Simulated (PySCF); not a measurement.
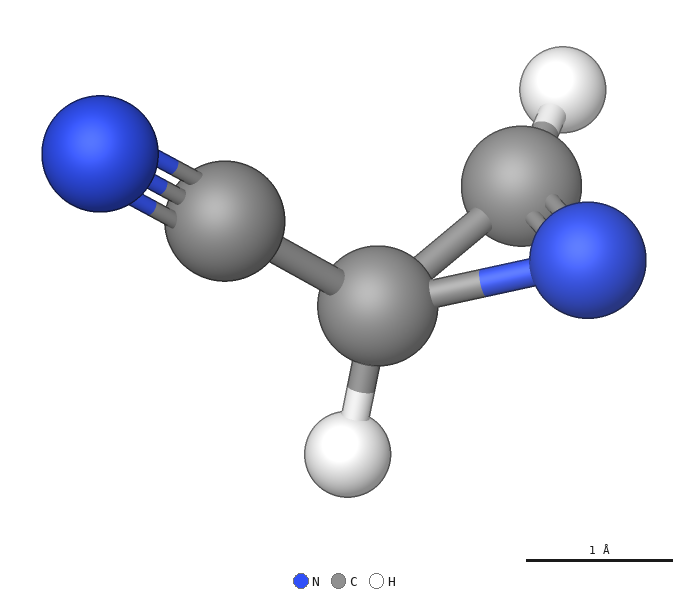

Rendered structure (ball-and-stick style).

The geometry was computed by an optimisation with PBE0-D3(BJ)/def2-SVP. No frequency run is at hand to confirm it as a minimum.

Identify the structure.

Formula C3H2N2. SMILES: `N#C[C@H]1C=N1`. Independent rings (smallest set): 1 of 3 members. Among its groups: nitrile, imine. The point group is C1. Coordination, clear cases only: 1 C linear.

More results for the same structure follow; atom numbers are the same in all pictures, views and colours differ.

**Geometry**

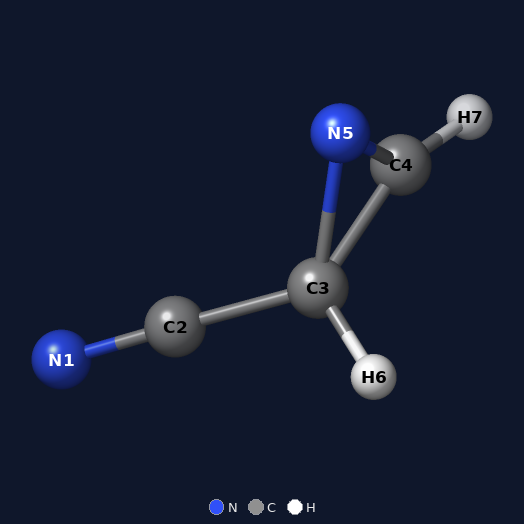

The atoms are numbered. No frequency run is at hand to confirm it as a minimum.

What are the angles N1–C2–C3, C2–C3–C4, C2–C3–N5, C2–C3–H6, C4–C3–N5, C4–C3–H6, N5–C3–H6, C3–C4–N5, C3–C4–H7, N5–C4–H7, C3–N5–C4?

```tsv
angle	degrees
N1–C2–C3	179.0
C2–C3–C4	121.6
C2–C3–N5	118.4
C2–C3–H6	114.3
C4–C3–N5	49.4
C4–C3–H6	120.6
N5–C3–H6	116.5
C3–C4–N5	68.3
C3–C4–H7	150.5
N5–C4–H7	141.3
C3–N5–C4	62.3
```

**Levels of theory compared**

No frequency run is at hand to confirm it as a minimum. Program: PySCF 2.14.0.

Tabulate dipole (D), HOMO energy (eV) at these levels: B3LYP/pcJ-1; PBE0/pcSseg-1; mPW1PW91/pcSseg-2; ωB97X-D/def2-SVPD.

| level | dipole (D) | HOMO energy (eV) |
| --- | --- | --- |
| B3LYP/pcJ-1 | 4.36 | −8.36 |
| PBE0/pcSseg-1 | 4.36 | −8.62 |
| mPW1PW91/pcSseg-2 | 4.40 | −8.66 |
| ωB97X-D/def2-SVPD | 4.40 | −10.54 |

**Core levels**

No frequency run is at hand to confirm it as a minimum. Method: delta-SCF UKS SCAN, pcX-2 on the ionised atom, pcseg-1 elsewhere, spin-free X2C (PySCF 2.14.0).

Give the core-electron binding energies (to vacuum) of N1 1s, C2 1s, C3 1s, C4 1s, N5 1s.

```
atom  level  binding energy (eV)
  N1     1s                405.4
  C2     1s                292.6
  C3     1s                293.6
  C4     1s                293.6
  N5     1s                406.6
```

**Charges**

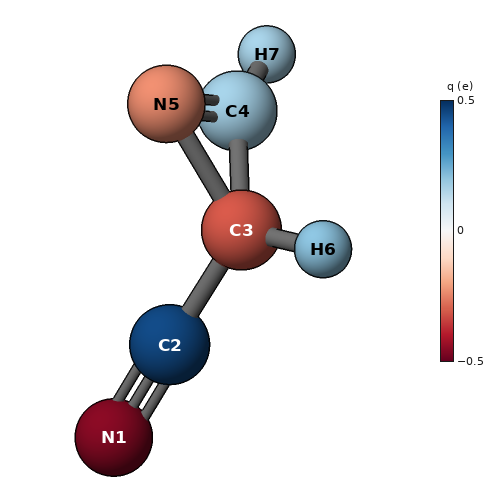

Atoms are coloured by their ESP-fitted charges. No frequency run is at hand to confirm it as a minimum. Properties computed with PBE0/pcSseg-1, gas phase (PySCF 2.14.0).

Question: Which atom carries the highest charge (most positive or least negative)?

Answer: C2 (0.45 e).

Question: And the lowest?

Answer: N1 (−0.46 e).

Give the ESP-fitted charges atom by atom.

```
atom  value (e)
  N1      −0.46
  C2       0.45
  C3      −0.31
  C4       0.17
  N5      −0.24
  H6       0.21
  H7       0.17
```
